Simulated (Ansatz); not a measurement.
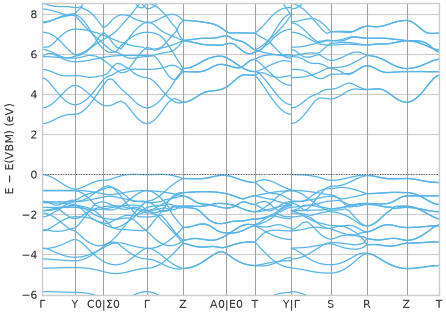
Band structure from DFT-r²SCAN+D4 in the program Ansatz with PAW potentials

Question: Read off the gap and where the band edges lie.

Answer: About 2.5 eV (2.53 eV by a search for the band edges); maximum on the Γ–Z line, 38 % of the way from Γ, minimum at Γ.

The material is BiPbClO2 in space group Cmcm (No. 63; Bi on 4c, Pb on 4c, Cl on 4c, O on 8e).

The first step of the workflow began from a Materials Project structure, measured or hypothetical; the Crystallography Open Database files this formula in space group No. 63, but the cells were not matched. Its standing as an ambient phase is unchecked. Symmetry was held in the r²SCAN+D4 relaxation; its stability against distortions is not shown here. Spin–orbit coupling is left out wherever it is not named.

Potentials: the later of the program's two PAW sets.
